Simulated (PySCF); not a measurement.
TaF (charge +1, quartet)

```xyz
2

Ta    0.0000    0.0000   -0.1687
F     0.0000    0.0000    1.6063
```

Core potentials replace the inner electrons of Ta.

Method: PBE0/def2-TZVPPD, non-relativistic Hamiltonian with scalar-relativistic core potentials where named, at a bond length of 1.775 Å in PySCF.

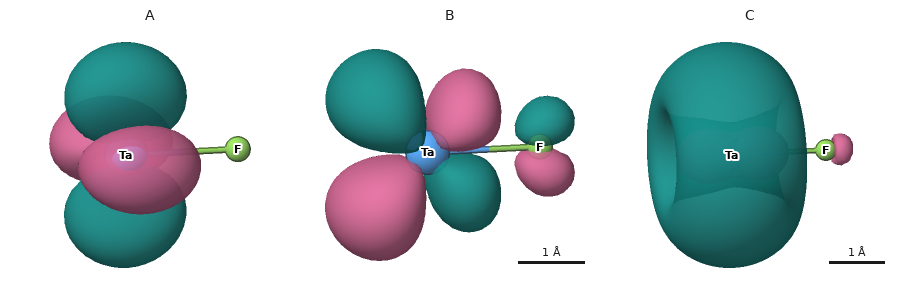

Figure 1. Three frontier α-spin orbitals, each drawn at the value that holds 80 % of its norm (teal and pink are the two phases), in no order; of a degenerate pair one member is drawn.

> Label each orbital by symmetry, say whether it is occupied, and order them by energy.

Orbital C: σ, occupied in this spin, −13.07 eV; almost wholly on Ta.
Orbital A: δ, occupied in this spin, −12.78 eV; almost wholly on Ta.
Orbital B: π, empty in this spin, −9.25 eV; mainly on Ta (90 %).

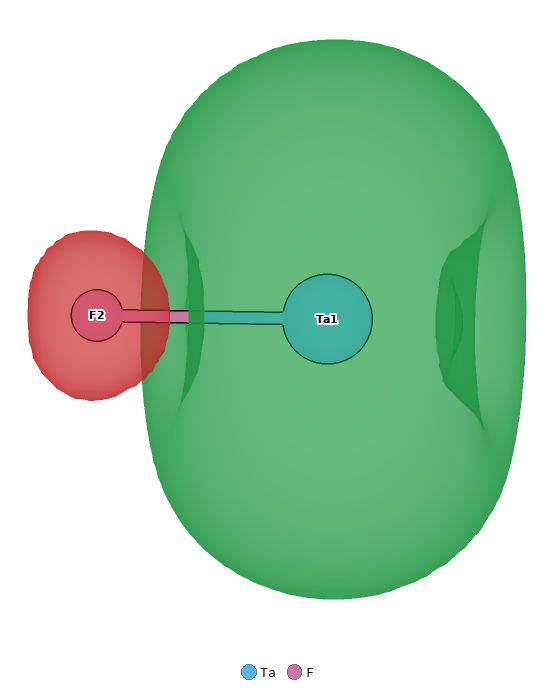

Figure 2. Isosurfaces of the spin density at +0.015 (green) and −0.015 e/Å³ (red), seen from one side.

> Where is the unpaired spin?

The unpaired spin (3 electrons) lies mostly on Ta1 (about 3.0), in electrons by Hirshfeld's partition.

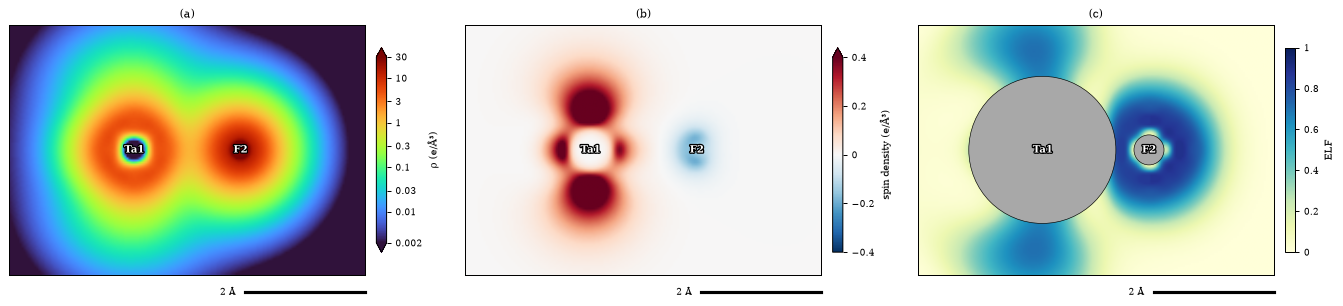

Figure 3. (a) electron density; (b) spin density; (c) ELF on a plane that holds the molecular axis. Grey discs cover the atomic cores in the ELF map.

> What do the fields say about this system?

- The section cuts through Ta and F sites.
- Ta–F (1.77 Å): ρ is about 1.4 e/Å³ halfway; the ELF peaks at about 0.85 in the valence shell of F, 0.5 Å from its nucleus, and drops to about 0.30 between the two atoms.
